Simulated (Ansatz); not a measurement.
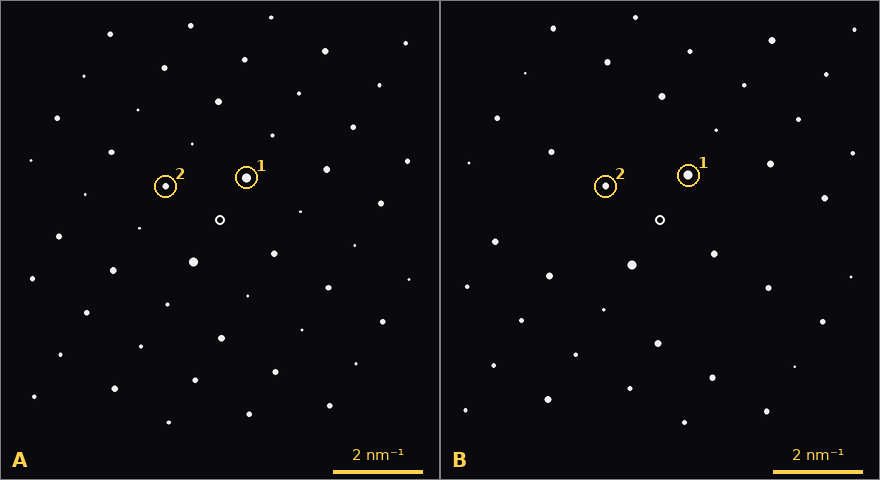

Kinematic electron diffraction patterns (200 kV, B = 0.5 Å², same scale) along [010] of the run's own cell, for the start and the end of one relaxation of Mg3I with Ansatz, DFT PBE, scalar-relativistic, plane waves, PAW. k mesh 6×6×4. The start is a generated model structure, and the relaxation ends in the nearest stationary point of its symmetry, not necessarily the ground state. Spot 1 is 0 0 -1 and spot 2 is -1 0 0 in both.

Start structure:

```yaml
crystal:
  lattice:
    - [8.00027, 0.00000, 0.00000]
    - [-4.00013, 6.92843, 0.00000]
    - [0.00000, 0.00000, 8.38513]
  atoms:
    - { symbol: Mg, position: [0.42350, 0.13761, 0.50000] }
    - { symbol: Mg, position: [0.86239, 0.28589, 0.50000] }
    - { symbol: Mg, position: [0.28589, 0.42350, 0.50000] }
    - { symbol: Mg, position: [0.71411, 0.57650, 0.50000] }
    - { symbol: Mg, position: [0.13761, 0.71411, 0.50000] }
    - { symbol: Mg, position: [0.57650, 0.86239, 0.50000] }
    - { symbol: I, position: [0.00000, 0.00000, 0.27880] }
    - { symbol: I, position: [0.00000, 0.00000, 0.72120] }
```

**Which pattern belongs to the start structure, and which to the relaxed one?**

B is the start: its cell gives d(1) = 8.385 Å, d(2) = 6.928 Å and an angle of 90.0°. A is the relaxed structure, with d(1) = 8.922 Å (+6.4 %), d(2) = 6.942 Å (+0.2 %) and 90.0°.

**Summarise the relaxation behind the change.**

The volume changed by +6.8 % to 62.06 Å³ an atom; with the mean shift removed, the atoms moved by up to 0.07 Å relative to the cell (I most); the space group stayed P6/m (No. 175); the free energy fell by 1.6 meV an atom. Relaxed cell: a = 8.016 Å, b = 8.016 Å, c = 8.922 Å, α = 90.00°, β = 90.00°, γ = 120.00°.
